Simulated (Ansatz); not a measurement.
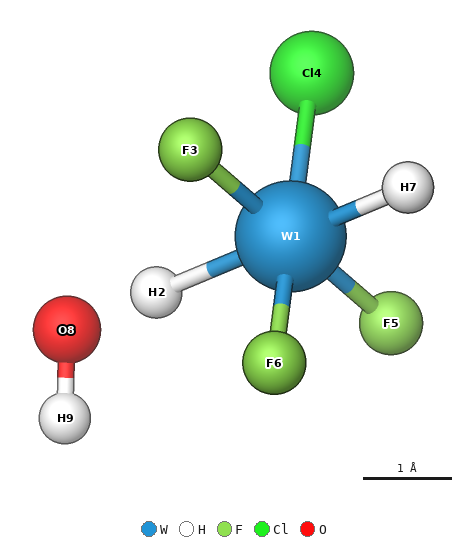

Figure 1. The input geometry of run A (ball-and-stick view, seen at a tilt; atoms are numbered from 1 in the order of the input). Sticks mark near contacts.

**Mending a geometry relaxation on WH₃ClOF₃**

System: WH₃ClOF₃, multiplicity 2.
Method of run A: UKS PBE/def2-SVP (Ansatz 0.2.0).

The run did not end well. The input holds or restrains some coordinates. Text and figures count atoms from 1; the logs count them from 0 in places.

The input, run A:
```yaml
crystal:
  periodic: [false, false, false]
  atoms:
    - { symbol: W, position_ang: [0.0, 0.0, 0.0] }
    - { symbol: H, position_ang: [0.0, 0.0, 1.97] }
    - { symbol: F, position_ang: [1.85, 0.0, 0.0] }
    - { symbol: Cl, position_ang: [0.0, 2.39, 0.0] }
    - { symbol: F, position_ang: [-1.85, 0.0, 0.0] }
    - { symbol: F, position_ang: [0.0, -1.85, 0.0] }
    - { symbol: H, position_ang: [0.0, 0.0, -1.72] }
    - { symbol: O, position_ang: [0.0, 0.0, 3.28] }
    - { symbol: H, position_ang: [-0.5144, -0.8011, 3.6171] }
magnetization:
  spin_polarized: true
  initial_magnetization: 1
basis:
  gaussian: { orbitals: def2-SVP }
hamiltonian:
  xc: pbe
relax:
  f_tol: 0.15
  max_steps: 25
  restrain:
    - { distance: [1, 7], at: 2.21, k: 30.0 }
    - { distance: [0, 1], at: 1.72, k: 30.0 }
```

Launched with:
```bash
ansatz run input.yaml --threads 4 --pin off --max-ram 5120MiB --backend cpu --events-out ev --progress --plain --runs-dir out
```

Hardware: 4 threads of Intel Xeon (Sapphire Rapids), 32 GiB of memory available, shared host.

Output, shortened to warnings, some set-up lines, iterations and results (run A):
```
Error: geometry relaxation did not converge after 25 steps: max|allowed force component| = 4.26e-1 eV/Å without the restraints, 3.60e-1 eV/Å with the forces of `relax.restrain` added, the figure compared with `relax.f_tol` (threshold 1.5e-1). Raise `relax.max_steps` over both its present limit and 25, loosen `relax.f_tol`, or start from a geometry closer to equilibrium; or lower a very stiff …
[...]
mean field evaluation 1: about -24556.0953 eV, gradient 6.0e1 eV
mean field evaluation 2: about -24159.6115 eV, gradient 2.0e2 eV
mean field evaluation 4: about -24497.9573 eV, gradient 9.9e1 eV
mean field evaluation 8: about -24571.4793 eV, gradient 5.5e-1 eV
mean field evaluation 16: about -24571.4135 eV, gradient 3.4e-5 eV
[... 26 lines ...]
relax step  22: F+E_penalty+E_count = -24572.29863462 eV  Δ(F+E_penalty+E_count) = -1.066e-1 eV  max|allowed force component| = 1.274e0 eV/Å  E_restraint = 0.00762340 eV  …
mean field evaluation 352: about -24572.3464 eV, gradient 1.8e0 eV
relax step  23: F+E_penalty+E_count = -24572.38372887 eV  Δ(F+E_penalty+E_count) = -8.509e-2 eV  max|allowed force component| = 5.530e-1 eV/Å  E_restraint = 0.00725997 eV  …
relax step  24: F+E_penalty+E_count = -24572.44173026 eV  Δ(F+E_penalty+E_count) = -5.800e-2 eV  max|allowed force component| = 5.292e-1 eV/Å  E_restraint = 0.00815601 eV  …
relax step  25: F+E_penalty+E_count = -24572.45943409 eV  Δ(F+E_penalty+E_count) = -1.770e-2 eV  max|allowed force component| = 4.264e-1 eV/Å  E_restraint = 0.00542367 eV  …
  distance H 1 - O 7 = 2.2032 Å
  distance W 0 - H 1 = 1.7377 Å
[...]
```

Question: What should be changed in this input?

Answer: The run did not converge: “geometry relaxation did not converge after 25 steps: max|allowed force component| = 4.26e-1 eV/Å without the restraints, 3.60e-1 eV/Å with the forces of `relax.restrain` added, the figure compared with `relax.f_tol` (threshold 1.5e-1). Raise `relax.max_steps` over both its present limit and 25, loosen `relax.f_tol`, or start from a geometry closer to equilibrium …” Its last values are not results.

A run of the same system that converges differs from this input as follows (lines with − go, lines with + come):
```diff
-    - { distance: [1, 7], at: 2.21, k: 30.0 }
-    - { distance: [0, 1], at: 1.72, k: 30.0 }
+    - { distance: [1, 7], at: 1.01, k: 30.0 }
+    - { distance: [0, 1], at: 2.92, k: 30.0 }
```

Output, shortened to warnings, some set-up lines, iterations and results (run B):
```
[...]
mean field evaluation 1: about -24556.0953 eV, gradient 6.0e1 eV
mean field evaluation 2: about -24159.6115 eV, gradient 2.0e2 eV
mean field evaluation 4: about -24497.9573 eV, gradient 9.9e1 eV
mean field evaluation 8: about -24571.4793 eV, gradient 5.5e-1 eV
mean field evaluation 16: about -24571.4135 eV, gradient 3.4e-5 eV
[... 24 lines ...]
relax step  18: F+E_penalty+E_count = -24574.31333148 eV  Δ(F+E_penalty+E_count) = -6.676e-3 eV  max|allowed force component| = 7.198e-1 eV/Å  E_restraint = 0.00338185 eV  …
relax step  19: F+E_penalty+E_count = -24574.32023490 eV  Δ(F+E_penalty+E_count) = -6.903e-3 eV  max|allowed force component| = 6.314e-1 eV/Å  E_restraint = 0.00434563 eV  …
mean field evaluation 256: about -24574.3656 eV, gradient 4.2e0 eV
relax step  20: F+E_penalty+E_count = -24574.32524986 eV  Δ(F+E_penalty+E_count) = -5.015e-3 eV  max|allowed force component| = 5.668e-1 eV/Å  E_restraint = 0.00516127 eV  …
mean field evaluation 288: about -24574.3252 eV, gradient 1.2e-4 eV
mean field -24574.32524986 eV, -903.0897958563 hartree, gradient 1.2e-5 eV, S^2 0.753118; 7 other end points of the search recorded, 0 dependent functions left out
the calculation of the forces begins
reference -24574.32531966 eV, -903.0897984217 hartree; 35, 34 occupied and 86, 87 virtual orbitals, 1263 factors
Total energy: -24574.32531966 eV, -903.0897984217 hartree
Atom 0 at    -0.119556     0.046866     0.025268 Å, force    -0.040735     0.013464    -0.023760 eV/Å
Atom 1 at     0.646568     0.208746     2.840586 Å, force    -0.566779    -0.156886    -0.199539 eV/Å
Atom 2 at     1.690995    -0.020541     0.459367 Å, force    -0.009877    -0.006143    -0.024032 eV/Å
Atom 3 at    -0.055219     2.370908    -0.125684 Å, force    -0.002129    -0.014243     0.002241 eV/Å
Atom 4 at    -1.959572     0.070226     0.222190 Å, force     0.023608     0.011523    -0.016181 eV/Å
Atom 5 at    -0.151823    -1.863336     0.255051 Å, force     0.004416     0.011305     0.005121 eV/Å
Atom 6 at     0.014614    -0.052264    -1.668623 Å, force     0.007716    -0.009130     0.012997 eV/Å
Atom 7 at    -0.227193    -0.040470     2.443518 Å, force     0.554451     0.054275     0.268062 eV/Å
Atom 8 at    -0.353213    -0.981235     2.695428 Å, force     0.029330     0.095836    -0.024909 eV/Å
Dipole moment:     0.180811    -0.219059     0.763640 e Å
```

The two runs side by side:

| quantity | run A | run B |
| --- | --- | --- |
| outcome | not converged | converged |
| total energy (hartree) | – | −903.089798 |
| ⟨S²⟩ | – | 0.753 |
| largest force (eV/Å) | – | 0.621 |
| basis functions | – | 121 |
| wall time (shared host) | 97 s | 71 s |
